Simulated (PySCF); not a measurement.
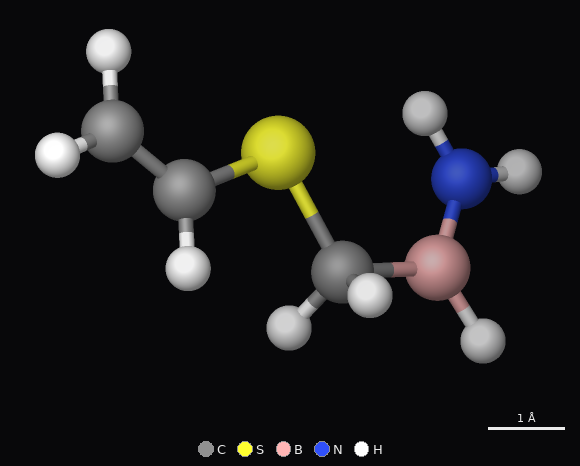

This is the input geometry for a relaxation of C$_{3}$H$_{8}$BNS. A ball-and-stick model, seen from a free direction.

The start comes from GFN2-xTB. Its atoms were then displaced at random by about 0.01 Å.

The calculation used PBE0-D3(BJ)/def2-SVP geometry optimisation, gas phase (PySCF 2.14.0, density-fitted response routines).

```xyz
14

C     3.0458    1.0593    0.0228
C     1.9957    0.2448    0.0857
S     0.3024    0.7534    0.0640
C    -0.4763   -0.8732    0.2043
B    -2.1023   -0.8157    0.2247
N    -2.7620    0.3985    0.1510
H     2.8916    2.1469   -0.0514
H     4.0547    0.7301    0.0255
H     2.1301   -0.8151    0.1777
H    -0.1683   -1.4739   -0.6294
H    -0.1385   -1.3463    1.1265
H    -2.7016   -1.8067    0.3337
H    -2.3030    1.2847    0.0645
H    -3.7754    0.4981    0.1725
```

Where does the relaxation end?

Answer. Over 6 geometry steps the energy falls by 0.141 eV. The largest move after the best rigid fit is that of S3, 0.22 Å. Largest moves by element: S 0.22 Å, H 0.16 Å, C 0.09 Å, N 0.06 Å, B 0.05 Å. Some distances before and after: B5–H12 1.163 → 1.212 Å, C4–B5 1.627 → 1.582 Å, C1–H8 1.061 → 1.092 Å, C2–H9 1.072 → 1.096 Å. Among the angles between lasting bonds that change: C2–C1–H8 124.1° → 120.1°, C2–S3–C4 98.8° → 102.1°, C2–C1–H7 119.8° → 122.3°. Cost: 47 s on 1 thread of Arm Neoverse V1, on a shared host.

History of the run:

```json
{"step": "0", "E − E(0), eV": "0.0000"}
{"step": "1", "E − E(0), eV": "-0.1332"}
{"step": "2", "E − E(0), eV": "-0.1364"}
{"step": "3", "E − E(0), eV": "-0.1389"}
{"step": "4", "E − E(0), eV": "-0.1402"}
{"step": "5", "E − E(0), eV": "-0.1403"}
{"step": "6", "E − E(0), eV": "-0.1406"}
```

Final geometry:

```xyz
14

C     3.0216    1.1167   -0.0040
C     2.0052    0.2532    0.0883
S     0.3259    0.7067    0.2822
C    -0.5025   -0.8995    0.2911
B    -2.0796   -0.7844    0.2537
N    -2.7409    0.4253    0.0971
H     2.8725    2.1994    0.0308
H     4.0439    0.7496   -0.1172
H     2.1850   -0.8274    0.0516
H    -0.1906   -1.4902   -0.5886
H    -0.2059   -1.4779    1.1829
H    -2.7386   -1.7972    0.3529
H    -2.2547    1.3085   -0.0114
H    -3.7484    0.5023    0.0629
```

The end point in the same view:

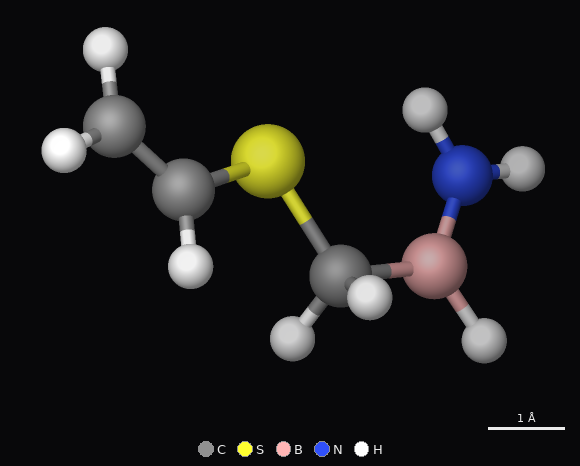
